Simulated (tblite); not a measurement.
# Geometry relaxation, with input and output: C3H12N2Si2 (part 1 of 2)

- system: C3H12N2Si2
- method: GFN2-xTB geometry optimisation, gas phase (tblite 0.8.0)

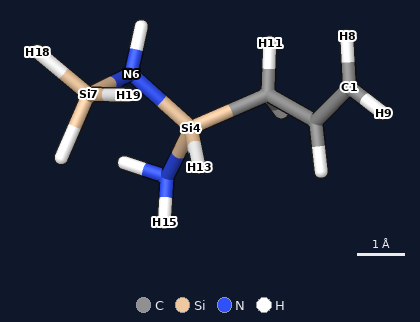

*The structure as given in the input (stick view, seen at an oblique angle; atoms are numbered from 1 in the order of the input).*

Input
```
{"job": {"xc": "GFN2-xTB", "basis": "xTB", "kind": "relax"}, "charge": 0, "multiplicity": 1}
C     -2.924500     1.101100    -0.512500
C     -2.253500    -0.019000    -0.380600
C     -1.389000    -0.332000     0.818200
Si     0.340700    -0.577300     0.218700
N      0.761500    -2.312200     0.473400
N      1.571000     0.355400     1.047200
Si     2.679800     1.059100    -0.164600
H     -2.931700     1.909400     0.223000
H     -3.519100     1.201300    -1.437200
H     -2.303800    -0.775400    -1.146900
H     -1.495900     0.482500     1.561700
H     -1.767800    -1.304800     1.205500
H      0.368600    -0.324900    -1.208200
H      1.601200    -2.409400     1.068000
H      0.925100    -2.757900    -0.440100
H      1.275800     0.995300     1.802200
H      3.333000    -0.013300    -0.957000
H      3.734300     1.810700     0.486800
H      1.984500     1.920800    -1.096800
```

The first line tells a small driver script what to run in tblite; the rest is the geometry in Å.

Command:
```bash
OMP_NUM_THREADS=1 python <driver script> task.json out
```

What the program printed
```
step      E/eV     max force
  0    -594.42009    2.165
  1    -594.60571    0.836
  2    -594.66368    0.846
  3    -594.69201    0.583
  4    -594.73011    0.535
  5    -594.76083    0.426
  6    -594.77659    0.346
  7    -594.79360    0.303
  8    -594.80407    0.272
  9    -594.81097    0.252
 10    -594.81746    0.253
 11    -594.82800    0.298
 12    -594.84313    0.387
 13    -594.86023    0.296
 14    -594.87474    0.234
 15    -594.88447    0.202
 16    -594.89267    0.244
 17    -594.90227    0.220
 18    -594.91022    0.214
 19    -594.91646    0.182
 20    -594.92328    0.249
 21    -594.92978    0.243
 22    -594.93440    0.145
 23    -594.93760    0.138
 24    -594.94079    0.201
 25    -594.94453    0.243
 26    -594.94866    0.208
 27    -594.95239    0.118
 28    -594.95515    0.115
 29    -594.95830    0.183
 30    -594.96263    0.185
 31    -594.96716    0.173
 32    -594.97065    0.156
 33    -594.97300    0.119
 34    -594.97496    0.105
 35    -594.97709    0.123
 36    -594.97965    0.146
 37    -594.98230    0.150
 38    -594.98492    0.126
 39    -594.98725    0.130
 40    -594.98968    0.113
 41    -594.99179    0.127
 42    -594.99403    0.113
 43    -594.99614    0.116
 44    -594.99846    0.145
 45    -595.00058    0.141
 46    -595.00301    0.100
 47    -595.00513    0.122
 48    -595.00635    0.100
 49    -595.00846    0.101
 50    -595.01163    0.143
 51    -595.01454    0.180
 52    -595.01843    0.172
 53    -595.02216    0.147
 54    -595.02532    0.155
 55    -595.02264    0.456
 56    -595.02883    0.114
 57    -595.03009    0.094
 58    -595.03270    0.148
 59    -595.03399    0.115
 60    -595.03561    0.080
 61    -595.03772    0.079
 62    -595.03966    0.125
 63    -595.04059    0.209
 64    -595.04288    0.087
 65    -595.04420    0.077
 66    -595.04536    0.070
 67    -595.04615    0.058
 68    -595.04678    0.060
 69    -595.04726    0.047
 70    -595.04773    0.044
 71    -595.04829    0.049
 72    -595.04892    0.064
 73    -595.04950    0.075
 74    -595.04995    0.048
 75    -595.05023    0.035
 76    -595.05040    0.029
 77    -595.05055    0.030
 78    -595.05070    0.030
 79    -595.05082    0.029
 80    -595.05092    0.027
 81    -595.05102    0.023
 82    -595.05112    0.031
 83    -595.05121    0.019
 84    -595.05128    0.017
 85    -595.05134    0.018
 86    -595.05140    0.019
 87    -595.05150    0.027
 88    -595.05161    0.028
 89    -595.05171    0.015
 90    -595.05177    0.015
 91    -595.05181    0.018
 92    -595.05186    0.021
 93    -595.05192    0.022
 94    -595.05197    0.015
 95    -595.05201    0.014
 96    -595.05204    0.013
 97    -595.05208    0.014
 98    -595.05215    0.020
 99    -595.05224    0.019
100    -595.05233    0.019
101    -595.05239    0.018
102    -595.05243    0.016
103    -595.05248    0.016
104    -595.05257    0.019
105    -595.05271    0.026
106    -595.05290    0.032
107    -595.05312    0.038
108    -595.05334    0.040
109    -595.05357    0.039
110    -595.05384    0.043
111    -595.05418    0.048
112    -595.05456    0.050
113    -595.05493    0.066
114    -595.05533    0.090
115    -595.05588    0.079
116    -595.05687    0.077
117    -595.05756    0.065
118    -595.05833    0.135
119    -595.05913    0.082
120    -595.05991    0.079
121    -595.06126    0.134
122    -595.06202    0.055
123    -595.06267    0.097
124    -595.06317    0.054
125    -595.06356    0.049
126    -595.06393    0.046
127    -595.06441    0.032
128    -595.06466    0.044
129    -595.06479    0.044
130    -595.06487    0.027
131    -595.06496    0.021
132    -595.06505    0.022
133    -595.06512    0.016
134    -595.06517    0.016
135    -595.06523    0.022
136    -595.06533    0.026
137    -595.06549    0.028
138    -595.06572    0.033
139    -595.06593    0.031
140    -595.06610    0.027
141    -595.06625    0.040
142    -595.06640    0.031
143    -595.06654    0.025
144    -595.06667    0.036
145    -595.06679    0.027
146    -595.06695    0.028
147    -595.06713    0.027
148    -595.06731    0.023
149    -595.06744    0.028
150    -595.06755    0.028
151    -595.06769    0.027
152    -595.06786    0.023
153    -595.06800    0.018
154    -595.06807    0.020
155    -595.06814    0.021
156    -595.06823    0.018
157    -595.06833    0.019
158    -595.06841    0.023
159    -595.06851    0.025
160    -595.06862    0.030
161    -595.06876    0.030
162    -595.06889    0.028
163    -595.06904    0.027
164    -595.06923    0.031
165    -595.06948    0.042
166    -595.06974    0.074
167    -595.07014    0.039
168    -595.07058    0.032
169    -595.07104    0.039
170    -595.07136    0.039
171    -595.07178    0.056
172    -595.07214    0.055
173    -595.07254    0.064
174    -595.07289    0.069
175    -595.07348    0.058
176    -595.07431    0.053
177    -595.07468    0.060
178    -595.07520    0.113
179    -595.07607    0.072
180    -595.07773    0.090
181    -595.07843    0.083
182    -595.07983    0.082
183    -595.08132    0.092
184    -595.08315    0.093
185    -595.08486    0.104
186    -595.08602    0.130
187    -595.08689    0.239
188    -595.08897    0.114
189    -595.09035    0.095
190    -595.09218    0.113
191    -595.09415    0.088
192    -595.09585    0.149
193    -595.09713    0.139
194    -595.09861    0.094
195    -595.09971    0.094
196    -595.10139    0.161
197    -595.10267    0.124
198    -595.10446    0.117
199    -595.10646    0.149
200    -595.10726    0.113
201    -595.10966    0.092
202    -595.11095    0.059
203    -595.11314    0.070
204    -595.11407    0.074
205    -595.11508    0.079
206    -595.11581    0.079
207    -595.11631    0.051
208    -595.11699    0.055
209    -595.11781    0.061
210    -595.11837    0.047
211    -595.11874    0.042
212    -595.11901    0.033
213    -595.11921    0.030
214    -595.11937    0.038
215    -595.11950    0.027
216    -595.11962    0.025
217    -595.11976    0.028
218    -595.11987    0.024
219    -595.11999    0.021
220    -595.12009    0.024
221    -595.12017    0.021
222    -595.12024    0.020
223    -595.12031    0.022
224    -595.12041    0.024
225    -595.12053    0.025
226    -595.12065    0.022
227    -595.12074    0.023
228    -595.12081    0.022
229    -595.12088    0.017
230    -595.12094    0.019
231    -595.12100    0.016
232    -595.12105    0.017
233    -595.12112    0.021
234    -595.12119    0.024
235    -595.12126    0.021
236    -595.12133    0.018
237    -595.12138    0.017
238    -595.12144    0.017
239    -595.12148    0.016
240    -595.12151    0.011
241    -595.12153    0.010
242    -595.12156    0.014
243    -595.12158    0.015
244    -595.12161    0.013
245    -595.12163    0.009
246    -595.12164    0.008
247    -595.12165    0.007
248    -595.12166    0.007
249    -595.12167    0.006
250    -595.12168    0.005
251    -595.12168    0.004
252    -595.12168    0.005
253    -595.12169    0.004
254    -595.12169    0.003
255    -595.12169    0.003
```

Trajectory as extended XYZ (Å, eV, eV/Å), 12 frames, from step=0 to step=255
```
19
Properties=species:S:1:pos:R:3:forces:R:3 step=0 energy=-594.42009
C    -2.9245    1.1011   -0.5125   -0.7290   0.4350  -0.8680
C    -2.2535   -0.0190   -0.3806    0.4900  -0.0900   1.0510
C    -1.3890   -0.3320    0.8182   -1.6240  -0.1150   0.0770
Si    0.3407   -0.5773    0.2187    1.3480  -1.6080   0.5350
N     0.7615   -2.3122    0.4734    0.4930   1.1090  -0.4620
N     1.5710    0.3554    1.0472    0.2790   0.9720  -0.7140
Si    2.6798    1.0591   -0.1646   -0.0120  -0.5990   0.6440
H    -2.9317    1.9094    0.2230   -0.0130  -0.4310  -0.4470
H    -3.5191    1.2013   -1.4372    0.2470   0.4070   0.7660
H    -2.3038   -0.7754   -1.1469    0.0520  -0.0920   0.0370
H    -1.4959    0.4825    1.5617   -0.0470  -0.6650  -0.2920
H    -1.7678   -1.3048    1.2055    0.2950   0.7860   0.1410
H     0.3686   -0.3249   -1.2082    0.0230   0.0940  -0.3900
H     1.6012   -2.4094    1.0680   -0.6990  -0.0920  -0.6520
H     0.9251   -2.7579   -0.4401    0.0350   0.0720   0.8800
H     1.2758    0.9953    1.8022    0.2830  -0.6360  -0.7470
H     3.3330   -0.0133   -0.9570   -0.2810   0.1150   0.3210
H     3.7343    1.8107    0.4868    0.0400   0.0920   0.3220
H     1.9845    1.9208   -1.0968   -0.1810   0.2450  -0.2030
19
Properties=species:S:1:pos:R:3:forces:R:3 step=23 energy=-594.93760
C    -2.9557    1.1064   -0.5011   -0.0700   0.0490   0.0510
C    -2.3530   -0.0515   -0.3062   -0.0100   0.0030  -0.0270
C    -1.4245   -0.3719    0.8086    0.0120   0.0120  -0.0180
Si    0.3120   -0.6733    0.0725    0.0680   0.0170  -0.0380
N     0.8216   -2.2820    0.4683   -0.0310   0.0070  -0.0090
N     1.4268    0.5080    0.6825    0.0660  -0.0010   0.0190
Si    2.7738    1.1791   -0.1716    0.0120   0.0260   0.0230
H    -2.8712    1.9193    0.1986    0.0790   0.0560   0.0680
H    -3.5809    1.2968   -1.3562   -0.0270  -0.0510  -0.0320
H    -2.4719   -0.8382   -1.0398   -0.0390  -0.0650   0.0310
H    -1.4112    0.4393    1.5348   -0.0530   0.0340  -0.0070
H    -1.7569   -1.2728    1.3235   -0.0150  -0.0180  -0.0410
H     0.2878   -0.4815   -1.3770    0.0210  -0.0140  -0.0660
H     1.6251   -2.3920    1.0662    0.0140  -0.0220  -0.0760
H     0.8352   -2.9689   -0.2691    0.0240   0.0070   0.1110
H     1.2779    0.8102    1.6326    0.0290   0.0370  -0.1300
H     3.4732    0.0825   -0.8549    0.0020   0.0450   0.0800
H     3.6105    1.8367    0.8379   -0.0300  -0.0670  -0.0130
H     2.3714    2.1631   -1.1887   -0.0530  -0.0540   0.0760
19
Properties=species:S:1:pos:R:3:forces:R:3 step=46 energy=-595.00301
C    -2.9941    1.1296   -0.4616    0.0160  -0.0660   0.0040
C    -2.4498   -0.0654   -0.3006    0.0350   0.0450   0.0210
C    -1.3957   -0.3927    0.6970   -0.0320  -0.0120   0.0330
Si    0.3425   -0.7135   -0.0556   -0.0720   0.0500  -0.0070
N     0.8899   -2.2518    0.5119    0.0150   0.0790   0.0580
N     1.4474    0.4496    0.6085   -0.0140   0.0660   0.0320
Si    2.8381    1.1918   -0.0924    0.0150   0.0110  -0.0960
H    -2.7108    1.9736    0.1475    0.0380  -0.0350  -0.0070
H    -3.7526    1.3201   -1.2025    0.0100  -0.0190  -0.0040
H    -2.7751   -0.8904   -0.9249    0.0690   0.0370   0.0080
H    -1.3274    0.4220    1.4205   -0.0040  -0.0320  -0.0200
H    -1.6949   -1.2891    1.2435    0.0160   0.0190  -0.0270
H     0.3296   -0.5572   -1.5165    0.0060  -0.0280   0.0350
H     1.8344   -2.3216    0.8563   -0.0130   0.0000  -0.0990
H     0.6253   -3.0933    0.0312   -0.0360  -0.0600  -0.0070
H     1.1094    0.9188    1.4319   -0.0310  -0.0050   0.0330
H     3.6273    0.1459   -0.7427   -0.0060  -0.0320   0.0220
H     3.5773    1.8285    0.9995   -0.0190  -0.0290   0.0300
H     2.4693    2.2043   -1.0899    0.0050   0.0120  -0.0100
19
Properties=species:S:1:pos:R:3:forces:R:3 step=69 energy=-595.04726
C    -2.9491    1.1046   -0.4653    0.0090  -0.0090  -0.0270
C    -2.4249   -0.0958   -0.2919    0.0350   0.0040  -0.0010
C    -1.4048   -0.4322    0.7317    0.0010  -0.0090   0.0330
Si    0.3269   -0.6670   -0.0425   -0.0190   0.0130   0.0020
N     0.9441   -2.1796    0.5208    0.0110  -0.0160   0.0100
N     1.3632    0.5736    0.5769    0.0110  -0.0210   0.0030
Si    2.8337    1.1899   -0.0805   -0.0050  -0.0070  -0.0100
H    -2.6837    1.9351    0.1691    0.0090  -0.0140  -0.0110
H    -3.6571    1.3114   -1.2493   -0.0380   0.0050   0.0120
H    -2.7118   -0.9100   -0.9463    0.0110   0.0130   0.0010
H    -1.3621    0.3642    1.4737   -0.0050   0.0050   0.0130
H    -1.6892   -1.3463    1.2508   -0.0080  -0.0380  -0.0260
H     0.3024   -0.5343   -1.5058   -0.0240   0.0350   0.0080
H     1.9332   -2.3430    0.4159   -0.0360  -0.0020   0.0080
H     0.4335   -3.0263    0.3282    0.0050   0.0010   0.0070
H     1.0465    1.0129    1.4249    0.0100   0.0100  -0.0250
H     3.5694    0.0688   -0.6726   -0.0060   0.0250   0.0210
H     3.5637    1.7899    1.0379    0.0110  -0.0010  -0.0140
H     2.5562    2.1934   -1.1150    0.0280   0.0060  -0.0050
```
